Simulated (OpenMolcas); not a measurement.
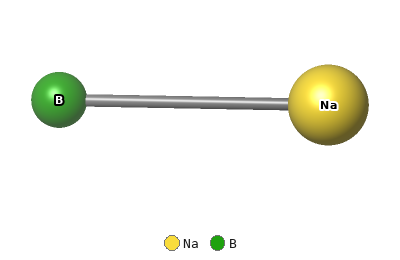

The molecule at the reference distance of 2.850 Å.

## NaB⁺: relativistic diatomic calculation (part 1 of 2)

- system: NaB⁺.
- method: SA-CASSCF(3,8)/XMS-CASPT2 + RASSI spin-orbit (X2C scalar, AMFI), ANO-RCC-VTZP (OpenMolcas)

**Input**
```
&GATEWAY
Coord
2
angstrom
Na 0.0 0.0 0.0
B 0.0 0.0 2.8500
Basis=ANO-RCC-VTZP
Group=XY
RX2C
AMFI
ANGMom
0.0 0.0 0.0
RICD
&SEWARD
&GUESSORB
&RASSCF
FileOrb=$CurrDir/o21.orb
Symmetry=1
Spin=2
nActEl=3 0 0
Inactive=4 2
RAS2=4 4
CIRoot=2 2 1
Linear
Iterations=120 100
OrbListing=Nothing
PRWF=0.15
>>COPY $Project.RasOrb $CurrDir/o21.orb
>>COPY $Project.rasscf.h5 $CurrDir/r21.h5
&CASPT2
XMultistate=all
Imaginary=0.2
IPEA=0.25
MaxIter=40
>>COPY $Project.JobMix JOB001
&RASSCF
CIOnly
FileOrb=$CurrDir/ref.orb
Symmetry=2
Spin=2
nActEl=3 0 0
Inactive=4 2
RAS2=4 4
CIRoot=4 4 1
Linear
Iterations=120 100
OrbListing=Nothing
PRWF=0.15
>>COPY $Project.RasOrb $CurrDir/o22.orb
>>COPY $Project.rasscf.h5 $CurrDir/r22.h5
&CASPT2
XMultistate=all
Imaginary=0.2
IPEA=0.25
MaxIter=40
>>COPY $Project.JobMix JOB002
&RASSCF
CIOnly
FileOrb=$CurrDir/ref.orb
Symmetry=2
Spin=4
nActEl=3 0 0
Inactive=4 2
RAS2=4 4
CIRoot=2 2 1
Linear
Iterations=120 100
OrbListing=Nothing
PRWF=0.15
>>COPY $Project.RasOrb $CurrDir/o42.orb
>>COPY $Project.rasscf.h5 $CurrDir/r42.h5
&CASPT2
XMultistate=all
Imaginary=0.2
IPEA=0.25
MaxIter=40
>>COPY $Project.JobMix JOB003
&RASSCF
CIOnly
FileOrb=$CurrDir/ref.orb
Symmetry=1
Spin=4
nActEl=3 0 0
Inactive=4 2
RAS2=4 4
CIRoot=1 1 1
Linear
Iterations=120 100
OrbListing=Nothing
PRWF=0.15
>>COPY $Project.RasOrb $CurrDir/o41.orb
>>COPY $Project.rasscf.h5 $CurrDir/r41.h5
&CASPT2
XMultistate=all
Imaginary=0.2
IPEA=0.25
MaxIter=40
>>COPY $Project.JobMix JOB004
&RASSI
Nr of JobIphs=4 2 4 2 1
1 2
1 2 3 4
1 2
1
SpinOrbit
EJob
Omega
MEES
MESO
Properties=4
'AngMom' 3 'Mltpl  1' 1 'Mltpl  1' 2 'Mltpl  1' 3
Thrs=1.0d-4
>>COPY $Project.rassi.h5 $CurrDir/so.h5
```

The first orbital files come from an earlier step.

Hardware: 1 thread of Intel Xeon @ 2.90GHz (Ice Lake), 64 GiB of memory available, shared host.

Launched with:
```bash
pymolcas m.inp (one call a module block, same work directory)
```

**Output (extracts)**
```
++    Wave function specifications:
      Number of closed shell electrons          12
      Number of electrons in active shells       3
      Number of inactive orbitals                6
      Number of active orbitals                  8
      Number of secondary orbitals              50
      Spin quantum number                      0.5
      State symmetry                             1
++    Orbital specifications:
      Symmetry species                           1   2
                                                 a   b
      Frozen orbitals                            0   0
      Inactive orbitals                          4   2
      Active orbitals                            4   4
      RAS2 orbitals                              4   4
      Secondary orbitals                        26  24
      Number of basis functions                 34  30
      printout of CI-coefficients larger than  0.15 for root  1
      energy=    -186.492070
      conf/sym  1111 2222     Coeff  Weight
             1  2u00 0000  -0.95376 0.90966
      printout of CI-coefficients larger than  0.15 for root  2
      energy=    -186.318981
      conf/sym  1111 2222     Coeff  Weight
             2  u200 0000  -0.15489 0.02399
             3  20u0 0000  -0.92592 0.85733
            53  00u0 2000  -0.15385 0.02367
            56  00u0 0200  -0.15385 0.02367
      Natural orbitals and occupation numbers for root  1
      sym 1:   1.889485   0.986834   0.002382   0.007971
      sym 2:   0.050641   0.050641   0.006024   0.006024
      Natural orbitals and occupation numbers for root  2
      sym 1:   1.806815   0.093512   0.962990   0.004613
      sym 2:   0.065300   0.065300   0.000735   0.000735
      RASSCF energy for state  2                   -186.31898096
::    RASSCF root number  1 Total energy:   -186.49206965
::    RASSCF root number  2 Total energy:   -186.31898096
      Von Neumann Entropy (Root   1) =  0.94269
++    Wave function specifications:
      Number of closed shell electrons           6
      Number of electrons in active shells       3
      Number of inactive orbitals                3
      Number of active orbitals                  8
      Number of secondary orbitals              50
      Spin quantum number                      0.5
      State symmetry                             1
      Number of CSFs                            84
      Number of CASSCF root(s) available         2
      CASPT2 state passed to geometry opt.       2
      A file JOBMIX will be created
      This is a MULTI-STATE CASSCF reference
      Number of CI roots used                    2
      These are:                                 1   2
      Off-diagonal elements of Heff are computed
  FINAL CASPT2 RESULT:
      Reference energy:        -186.4920696464
      E2 (Non-variational):      -0.1642209673
      Shift correction:          -0.0003943409
      E2 (Variational):          -0.1646153082
      Total energy:            -186.6566849545
      Reference weight:           0.97554
  FINAL CASPT2 RESULT:
      Reference energy:        -186.3189809579
      E2 (Non-variational):      -0.1597230030
      Shift correction:          -0.0002616728
      E2 (Variational):          -0.1599846758
      Total energy:            -186.4789656338
      Reference weight:           0.97896
       Total XMS-CASPT2 energies:
::    XMS-CASPT2 Root  1     Total energy:   -186.65678324
::    XMS-CASPT2 Root  2     Total energy:   -186.47886734
++    Wave function specifications:
      Number of closed shell electrons          12
      Number of electrons in active shells       3
      Number of inactive orbitals                6
      Number of active orbitals                  8
      Number of secondary orbitals              50
      Spin quantum number                      0.5
      State symmetry                             2
      printout of CI-coefficients larger than  0.15 for root  1
      energy=    -186.437488
      conf/sym  1111 2222     Coeff  Weight
             1  2000 u000  -0.96512 0.93145
      printout of CI-coefficients larger than  0.15 for root  2
      energy=    -186.437488
      conf/sym  1111 2222     Coeff  Weight
             2  2000 0u00  -0.96512 0.93145
      printout of CI-coefficients larger than  0.15 for root  3
      energy=    -186.214507
      conf/sym  1111 2222     Coeff  Weight
             3  2000 00u0   0.18562 0.03445
             5  ud00 u000   0.62684 0.39292
            41  uu00 d000   0.73599 0.54168
      printout of CI-coefficients larger than  0.15 for root  4
      energy=    -186.214507
      conf/sym  1111 2222     Coeff  Weight
             4  2000 000u  -0.18562 0.03445
             6  ud00 0u00  -0.62684 0.39292
            42  uu00 0d00  -0.73599 0.54168
      Natural orbitals and occupation numbers for root  1
      sym 1:   1.892423   0.056773   0.005386   0.000857
      sym 2:   0.992675   0.043590   0.008027   0.000268
      Natural orbitals and occupation numbers for root  2
      sym 1:   1.892423   0.056773   0.005386   0.000857
      sym 2:   0.043590   0.992675   0.000268   0.008027
      Natural orbitals and occupation numbers for root  3
      sym 1:   1.020395   0.950644   0.014425   0.002550
      sym 2:   0.965272   0.008234   0.035762   0.002718
      Natural orbitals and occupation numbers for root  4
      sym 1:   1.020395   0.950644   0.014425   0.002550
      sym 2:   0.008234   0.965272   0.002718   0.035762
      RASSCF energy for state  4                   -186.21450727
::    RASSCF root number  1 Total energy:   -186.43748798
::    RASSCF root number  2 Total energy:   -186.43748797
::    RASSCF root number  3 Total energy:   -186.21450727
::    RASSCF root number  4 Total energy:   -186.21450727
      Von Neumann Entropy (Root   1) =  0.90471
++    Wave function specifications:
      Number of closed shell electrons           6
      Number of electrons in active shells       3
      Number of inactive orbitals                3
      Number of active orbitals                  8
      Number of secondary orbitals              50
      Spin quantum number                      0.5
      State symmetry                             2
      Number of CSFs                            84
      Number of CASSCF root(s) available         4
      CASPT2 state passed to geometry opt.       4
      A file JOBMIX will be created
      This is a MULTI-STATE CASSCF reference
      Number of CI roots used                    4
      These are:                                 1   2   3   4
      Off-diagonal elements of Heff are computed
  FINAL CASPT2 RESULT:
      Reference energy:        -186.4374878171
      E2 (Non-variational):      -0.1979131891
      Shift correction:          -0.0056441238
      E2 (Variational):          -0.2035573130
      Total energy:            -186.6410451301
      Reference weight:           0.92992
  FINAL CASPT2 RESULT:
      Reference energy:        -186.4374878140
      E2 (Non-variational):      -0.1979132017
      Shift correction:          -0.0056441353
      E2 (Variational):          -0.2035573370
      Total energy:            -186.6410451509
      Reference weight:           0.92992
  FINAL CASPT2 RESULT:
      Reference energy:        -186.2145071119
      E2 (Non-variational):      -0.1996221538
      Shift correction:          -0.0046094270
      E2 (Variational):          -0.2042315808
      Total energy:            -186.4187386927
      Reference weight:           0.92969
  FINAL CASPT2 RESULT:
      Reference energy:        -186.2145071071
      E2 (Non-variational):      -0.1996221656
      Shift correction:          -0.0046094317
      E2 (Variational):          -0.2042315973
      Total energy:            -186.4187387044
      Reference weight:           0.92969
       Total XMS-CASPT2 energies:
::    XMS-CASPT2 Root  1     Total energy:   -186.64122900
::    XMS-CASPT2 Root  2     Total energy:   -186.64122898
::    XMS-CASPT2 Root  3     Total energy:   -186.41855485
::    XMS-CASPT2 Root  4     Total energy:   -186.41855484
++    Wave function specifications:
      Number of closed shell electrons          12
      Number of electrons in active shells       3
      Number of inactive orbitals                6
      Number of active orbitals                  8
      Number of secondary orbitals              50
      Spin quantum number                      1.5
      State symmetry                             2
      printout of CI-coefficients larger than  0.15 for root  1
      energy=    -186.331616
      conf/sym  1111 2222     Coeff  Weight
             1  uu00 u000   0.98627 0.97273
             5  u0u0 u000  -0.15783 0.02491
      printout of CI-coefficients larger than  0.15 for root  2
      energy=    -186.331616
      conf/sym  1111 2222     Coeff  Weight
             2  uu00 0u00   0.98627 0.97273
             6  u0u0 0u00  -0.15783 0.02491
      Natural orbitals and occupation numbers for root  1
      sym 1:   0.998477   0.998039   0.000490   0.000052
      sym 2:   0.999505   0.001471   0.000495   0.001471
      Natural orbitals and occupation numbers for root  2
      sym 1:   0.998477   0.998039   0.000490   0.000052
      sym 2:   0.001471   0.999505   0.001471   0.000495
      RASSCF energy for state  2                   -186.33161601
::    RASSCF root number  1 Total energy:   -186.33161601
::    RASSCF root number  2 Total energy:   -186.33161601
      Von Neumann Entropy (Root   1) =  1.52249
++    Wave function specifications:
      Number of closed shell electrons           6
      Number of electrons in active shells       3
      Number of inactive orbitals                3
      Number of active orbitals                  8
      Number of secondary orbitals              50
      Spin quantum number                      1.5
      State symmetry                             2
      Number of CSFs                            28
      Number of CASSCF root(s) available         2
      CASPT2 state passed to geometry opt.       2
      A file JOBMIX will be created
      This is a MULTI-STATE CASSCF reference
      Number of CI roots used                    2
      These are:                                 1   2
      Off-diagonal elements of Heff are computed
  FINAL CASPT2 RESULT:
      Reference energy:        -186.3316158607
      E2 (Non-variational):      -0.1819084908
      Shift correction:          -0.0041987063
      E2 (Variational):          -0.1861071971
      Total energy:            -186.5177230578
      Reference weight:           0.94484
  FINAL CASPT2 RESULT:
      Reference energy:        -186.3316158580
      E2 (Non-variational):      -0.1819084966
      Shift correction:          -0.0041987093
      E2 (Variational):          -0.1861072060
      Total energy:            -186.5177230639
      Reference weight:           0.94484
       Total XMS-CASPT2 energies:
::    XMS-CASPT2 Root  1     Total energy:   -186.51772306
::    XMS-CASPT2 Root  2     Total energy:   -186.51772306
++    Wave function specifications:
      Number of closed shell electrons          12
      Number of electrons in active shells       3
      Number of inactive orbitals                6
      Number of active orbitals                  8
      Number of secondary orbitals              50
      Spin quantum number                      1.5
      State symmetry                             1
      printout of CI-coefficients larger than  0.15 for root  1
      energy=    -186.292273
      conf/sym  1111 2222     Coeff  Weight
             5  u000 uu00  -0.99634 0.99269
      Natural orbitals and occupation numbers for root  1
      sym 1:   0.996889   0.003111   0.000000  -0.000000
      sym 2:   0.997597   0.997597   0.002403   0.002403
      RASSCF energy for state  1                   -186.29227254
::    RASSCF root number  1 Total energy:   -186.29227254
      Von Neumann Entropy (Root   1) =  1.53957
++    Wave function specifications:
      Number of closed shell electrons           6
      Number of electrons in active shells       3
      Number of inactive orbitals                3
      Number of active orbitals                  8
      Number of secondary orbitals              50
      Spin quantum number                      1.5
      State symmetry                             1
      Number of CSFs                            28
      Number of CASSCF root(s) available         1
      CASPT2 state passed to geometry opt.       1
      A file JOBMIX will be created
      This is a CASSCF or RASSCF reference function
  FINAL CASPT2 RESULT:
      Reference energy:        -186.2922723861
      E2 (Non-variational):      -0.2020296426
      Shift correction:          -0.0090807655
      E2 (Variational):          -0.2111104081
      Total energy:            -186.5033827942
      Reference weight:           0.90416
  SPIN-FREE ENERGIES:
  (Shifted by EMIN (a.u.) =       -186.6567832438)
 SF State       Relative EMIN(au)   Rel lowest level(eV)    D:o, cm**(-1)      Abs_M
     1             0.0000000000        0.0000000000              0.0000         0.0
     3             0.0155542396        0.4232524204           3413.7610         1.0
     4             0.0155542603        0.4232529844           3413.7655         1.0
     7             0.1390601798        3.7840202644          30520.1817         1.0
     8             0.1390601859        3.7840204301          30520.1830         1.0
     9             0.1534004496        4.1742388834          33667.5071         0.0
     2             0.1779158992        4.8413382525          39048.0264         0.0
     5             0.2382283925        6.4825248039          52285.0886         1.0
     6             0.2382284045        6.4825251288          52285.0913         1.0
```

(Continued in part 2.) Outcome of the run: converged.
